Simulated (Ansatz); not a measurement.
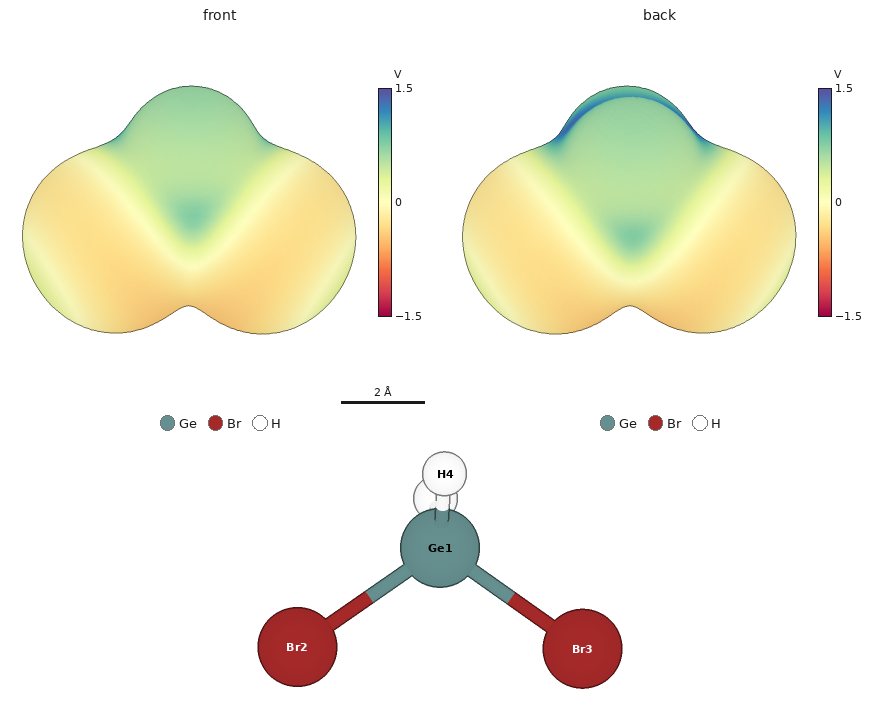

Br2GeH2. The electrostatic potential painted on the density surface at 0.001 e/bohr³, seen from the front and from behind; the colour scale runs from red (negative) to blue (positive). The bare structure is drawn below in the same view.

Geometry: B3LYP-D4/def2-SVP.

Method: Ansatz 0.2.0, RKS PBE0-D4/def2-TZVP.

Input

```
crystal:
  periodic: [false, false, false]
  atoms:
    - {symbol: Ge, position_ang: [-0.168233, 0.000660, -0.117767]}
    - {symbol: Br, position_ang: [-0.158799, -0.021979, 2.202305]}
    - {symbol: Br, position_ang: [2.015520, 0.014892, -0.901498]}
    - {symbol: H, position_ang: [-0.848212, 1.297096, -0.578897]}
    - {symbol: H, position_ang: [-0.840276, -1.290678, -0.604144]}
basis:
  gaussian: {orbitals: def2-TZVP, initial_orbitals: start.molden}
hamiltonian: {xc: pbe0, dispersion: d4}
scf: {omitted_lower_state_checks: [starts]}
output: {orbitals: {seedname: orbitals}}
```

Launched as:

```sh
ansatz run in.yaml --threads 4 --pin off --events-out ev --progress --plain --max-ram 3916MiB
```

Describe the electrostatic potential map.

Answer. The most negative region (about −0.4 V) lies over Br2 and Br3, the most positive (about +1.3 V) over Ge1. Br2 shows a σ-hole: about +0.3 V at the tip opposite its bond, against about −0.3 V on its flanks. Br3 shows a σ-hole: about +0.3 V at the tip opposite its bond, against about −0.3 V on its flanks.
